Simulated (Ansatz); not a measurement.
# wB97X/STO-3G run of SiH3F (SiFH3)

What is the electronic atomisation energy of SiH3F (SiFH3) at wB97X/STO-3G? 

The results are computed with Ansatz 0.2.0.

48 further runs of the same task are left out: 2 that didn't finish, 46 set aside as unsound or not needed.

### Step 1. The molecule

The species is SiH3F (5 atoms), meant as a singlet with charge 0. As SMILES, `[H][Si]([H])([H])F`. The shape is that of a GFN2-xTB optimisation.

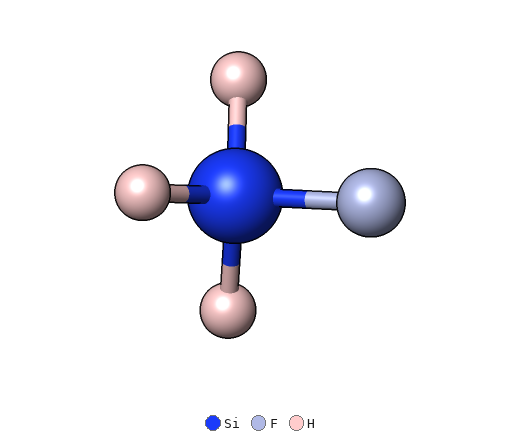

The structure, seen from a chosen angle (silicon blue, fluorine light blue, hydrogen pink).

### Step 2. A single-point energy at wB97X/STO-3G

The input, job.yaml:

```yaml
crystal:
  periodic: [false, false, false]
  atoms:
    - {symbol: Si, position_ang: [-0.000700, 0.001210, -0.093590]}
    - {symbol: F, position_ang: [0.010860, -0.019140, 1.511980]}
    - {symbol: H, position_ang: [1.400270, 0.011030, -0.482220]}
    - {symbol: H, position_ang: [-0.709280, 1.218920, -0.453380]}
    - {symbol: H, position_ang: [-0.701150, -1.212020, -0.482790]}
basis:
  gaussian:
    orbitals: STO-3G
magnetization:
  spin_polarized: false
  initial_magnetization: 0
hamiltonian:
  xc: {name: wB97X}
accuracy: high
```

Command:

```
$ ansatz run job.yaml --threads 1 --pin off --max-ram 2610MiB --events-out events.jsonl --progress --plain --runs-dir runs
```

The log of the run:

```text
Warning: RAYON_NUM_THREADS=1 ignored (pool sized by the plan → 1); use --threads N
Functional definition: wB97X
  name "wB97X"
  parameter omega = 0.3/bohr
  parameter cx = 0.157706
  parameter cx1 = 0.726479
  parameter cx2 = 1.04760
  parameter cx3 = -5.70635
  parameter cx4 = 13.2794
  parameter css1 = -4.33879
  parameter css2 = 18.2308
  parameter css3 = -31.7430
  parameter css4 = 17.2901
  parameter cos1 = 2.37031
  parameter cos2 = -11.3995
  parameter cos3 = 6.58405
  parameter cos4 = -3.78132
  exchange = spin_sum(e_x_unif_sr(omega)*poly(b97_u_x, 1 - cx, cx1, cx2, cx3, cx4)) + cx*exact_x_sr(omega)
      + exact_x_lr(omega)
  correlation = spin_sum(e_c_pw_same_spin*poly(b97_u_same, 1, css1, css2, css3, css4))
      + integral(e_c_pw_opposite_spin*poly(b97_u_opposite, 1, cos1, cos2, cos3, cos4))
290 factors; integrals over basis functions are off by at most 3.4e-8 eV
131 factors; integrals over basis functions are off by at most 1.7e-9 eV
mean field evaluation 1: about -10510.3176 eV, gradient 1.8e1 eV
mean field evaluation 2: about -10511.5388 eV, gradient 8.9e0 eV
mean field evaluation 4: about -10511.7854 eV, gradient 1.6e-1 eV
mean field evaluation 8: about -10511.7537 eV, gradient 1.3e-4 eV
mean field -10511.75371511 eV, -386.2998239077 hartree, gradient 1.9e-8 eV, S^2 0.000000; 0 other end points of the search recorded, 0 dependent functions left out
reference -10511.75371364 eV, -386.2998238537 hartree; 13, 13 occupied and 4, 4 virtual orbitals, 290 factors
Total energy: -10511.75371364 eV, -386.2998238537 hartree
```

It took 3.9 s on 1 thread of Arm Neoverse V1, shared host; peak memory 0.22 GiB.

### Step 3. The F atom at the same level

The input, in.yaml:

```yaml
crystal:
  periodic: [false, false, false]
  atoms:
    - {symbol: F, position_ang: [0.000000, 0.000000, 0.000000]}
basis:
  gaussian: {orbitals: STO-3G}
magnetization: {spin_polarized: true, initial_magnetization: 1}
accuracy: high
hamiltonian: {xc: {name: wB97X}}
```

Command:

```
$ ansatz run in.yaml --threads 1 --pin off --max-ram 2610MiB --events-out events.jsonl --progress --plain --runs-dir runs
```

The log of the run, shortened:

```text
Warning: RAYON_NUM_THREADS=1 ignored (pool sized by the plan → 1); use --threads N
Functional definition: wB97X
  name "wB97X"
[...]
      + exact_x_lr(omega)
[...]
      + integral(e_c_pw_opposite_spin*poly(b97_u_opposite, 1, cos1, cos2, cos3, cos4))
15 factors; integrals over basis functions are off by at most 1.2e-9 eV
14 factors; integrals over basis functions are off by at most 9.1e-10 eV
[...]
mean field -2674.13901820 eV, -98.2727963222 hartree, gradient 0.0e0 eV, S^2 0.750000; 0 other end points of the search recorded, 0 dependent functions left out
reference -2674.13901798 eV, -98.2727963143 hartree; 5, 4 occupied and 0, 1 virtual orbitals, 15 factors
Total energy: -2674.13901798 eV, -98.2727963143 hartree
```

Run time: 0.75 s. Hardware: 1 thread of Arm Neoverse V1, shared host; peak memory 0.13 GiB.

### Step 4. The H atom, same level

The input, run.yaml:

```yaml
basis:
  gaussian:
    orbitals: STO-3G
crystal:
  periodic: [false, false, false]
  atoms:
    - {symbol: H, position_ang: [0.000000, 0.000000, 0.000000]}
magnetization:
  spin_polarized: true
  initial_magnetization: 1
hamiltonian:
  xc: {name: wB97X}
accuracy: high
```

Run the same way, it converges to -0.46692 Eh (log not shown).

### Step 5. The Si atom

The input, in.yaml:

```yaml
crystal:
  periodic: [false, false, false]
  atoms:
    - {symbol: Si, position_ang: [0.000000, 0.000000, 0.000000]}
basis:
  gaussian: {orbitals: STO-3G}
hamiltonian: {xc: {name: wB97X}}
magnetization: {spin_polarized: true, initial_magnetization: 2}
accuracy: high
```

Run the same way, it converges to -285.93335 Eh (log not shown).

### Step 6. What came out

At wB97X/STO-3G:

| quantity | value |
| --- | --- |
| molecule: total energy | -386.29982 Eh |
| F atom: total energy | -98.27280 Eh |
| F atom: ⟨S²⟩ | 0.750 |
| H atom: total energy | -0.46692 Eh |
| H atom: ⟨S²⟩ | 0.750 |
| Si atom: total energy | -285.93335 Eh |
| Si atom: ⟨S²⟩ | 2.000 |
| electronic atomisation energy | 18.855 eV |

Taking the molecule apart into free atoms costs 18.86 eV (435 kcal/mol), before zero-point energy and without spin-orbit coupling. In a minimal basis such a difference can be off by several eV, whatever the method.
